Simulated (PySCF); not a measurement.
C₅H₁₄SSi₂ (SMILES C=C(C)[SiH2]S[SiH](C)C)

```yaml
atoms:
  - { symbol: C, position_ang: [2.9850, 0.9512, -1.1883] }
  - { symbol: C, position_ang: [2.5983, 0.1601, -0.1968] }
  - { symbol: C, position_ang: [3.5761, -0.4207, 0.7788] }
  - { symbol: Si, position_ang: [0.8052, -0.3227, 0.0939] }
  - { symbol: S, position_ang: [-0.3959, 0.5581, -1.4478] }
  - { symbol: Si, position_ang: [-2.4378, 0.2123, -0.8081] }
  - { symbol: C, position_ang: [-2.9034, 1.4453, 0.5590] }
  - { symbol: C, position_ang: [-2.6604, -1.5663, -0.1826] }
  - { symbol: H, position_ang: [2.2777, 1.3650, -1.8871] }
  - { symbol: H, position_ang: [4.0214, 1.2153, -1.3412] }
  - { symbol: H, position_ang: [4.5936, -0.1059, 0.5555] }
  - { symbol: H, position_ang: [3.3260, -0.1098, 1.7923] }
  - { symbol: H, position_ang: [3.5313, -1.5086, 0.7509] }
  - { symbol: H, position_ang: [0.6401, -1.7772, 0.0367] }
  - { symbol: H, position_ang: [0.3366, 0.1599, 1.3970] }
  - { symbol: H, position_ang: [-3.1756, 0.4591, -2.0447] }
  - { symbol: H, position_ang: [-2.2668, 1.3326, 1.4331] }
  - { symbol: H, position_ang: [-2.8025, 2.4688, 0.2106] }
  - { symbol: H, position_ang: [-3.9314, 1.3026, 0.8776] }
  - { symbol: H, position_ang: [-2.2686, -2.2880, -0.8930] }
  - { symbol: H, position_ang: [-2.1476, -1.7217, 0.7633] }
  - { symbol: H, position_ang: [-3.7117, -1.7900, -0.0307] }
```

Geometry: GFN2-xTB.

Computed with PySCF 2.14.0, PBE0/pcSseg-1, SCF density, gas phase, non-relativistic.

### Predict the electron density and electron localisation function between the atoms.

C–C (1.33 Å): ρ is about 2.3 e/Å³ halfway; the ELF peaks at about 0.90 between the atoms; a short, multiple covalent bond.
C–Si (1.88 Å): ρ is about 0.95 e/Å³ halfway; the ELF peaks at about 0.95 between the atoms (localised, covalent bonding).
Si–S (2.14 Å): ρ at the midpoint is about 0.82 e/Å³; the ELF peaks at about 0.90 between the atoms; localised, covalent bonding.
C–H (1.08 Å): ρ is about 2 e/Å³ halfway; the ELF climbs to about 1 towards the hydrogen, as it does in any bond to H (a covalent bond by its length).

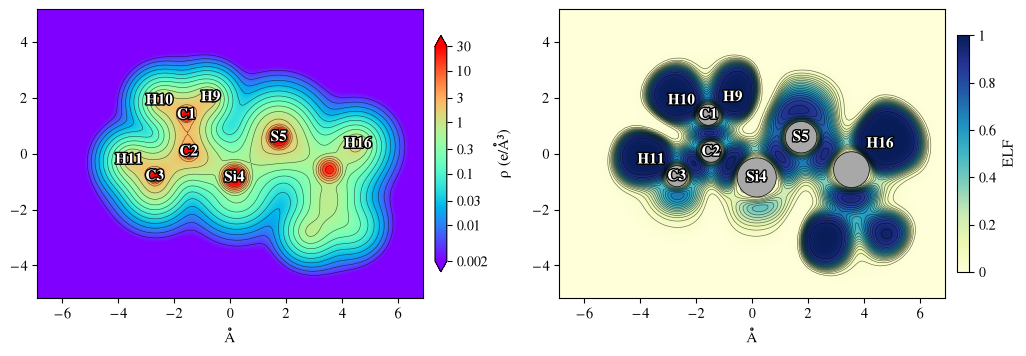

Computed electron density and electron localisation function on the plane of atoms C1, C2 and C3, in this order. Grey discs cover the atomic cores in the ELF map. 
